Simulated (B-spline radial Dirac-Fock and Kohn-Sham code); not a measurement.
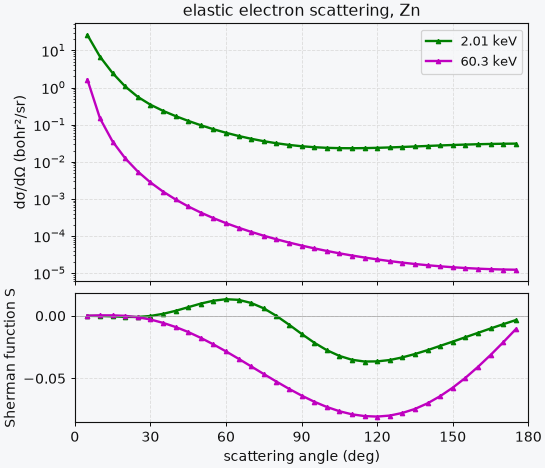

Differential cross section for elastic electron scattering and the Sherman function against angle at 2.01 keV and 60.3 keV, computed at the marked angles. Species: neutral Zn. Method: Dirac partial waves in the static Dirac–Fock field with Furness–McCarthy exchange, no polarisation or absorption (computed with a B-spline radial atomic code).

At 2.01 keV the cross section is 26.0 bohr²/sr at 5°, 0.026 at 90° and 0.031 at 175°, with a minimum near 110°; among the marked angles the Sherman function is largest in size at 115° (−0.036), though it can peak far more sharply between them at a deep minimum; the integral is 3.57 bohr². At 60.3 keV the cross section is 1.63 bohr²/sr at 5°, 5.5 × 10⁻⁵ at 90° and 1.2 × 10⁻⁵ at 175°, without a marked minimum on this grid; among the marked angles the Sherman function is largest in size at 120° (−0.081); the integral is 0.328 bohr².
